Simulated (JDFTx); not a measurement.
WSi2(101) slab cut from bulk WSi2 (space group I4/mmm, indices of the conventional cell, lattice of the Materials Project entry mp-1620, not re-optimised): 9 atoms in 9 planes, a 1x1 cell of 13.56 Å² (|a| = 3.215, |b| = 4.515 Å), 7.7 Å between the outermost planes, Si outermost, slab composition W3Si6, cell height 23.9 Å, 8×8×1 k mesh, Fermi smearing 0.01 Ha, no spin polarisation. Whether this polymorph is the ambient one wasn't checked.

Level of theory: PBE, GBRV ultrasoft potentials, plane waves to 20/100 Ha; code: JDFTx (a modified build). Liquid on both sides: CANDLE, water, 2 M NaCl; nuclei fixed. The electron chemical potential μ is absolute (zero in the bulk liquid) and is turned into a potential by U = −μ/e − 4.44 V vs SHE, a convention.

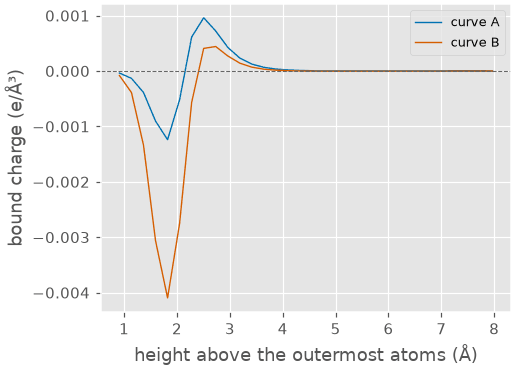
Figure. Plane-averaged bound charge of the liquid for two states of the electrode

Task: One curve is the neutral slab. Which, and what is the sign of the other's charge?

Result: Curve A is neutral (potential of zero charge, 0.25 V). Curve B is positively charged, 4.0 μC/cm² at 0.57 V.
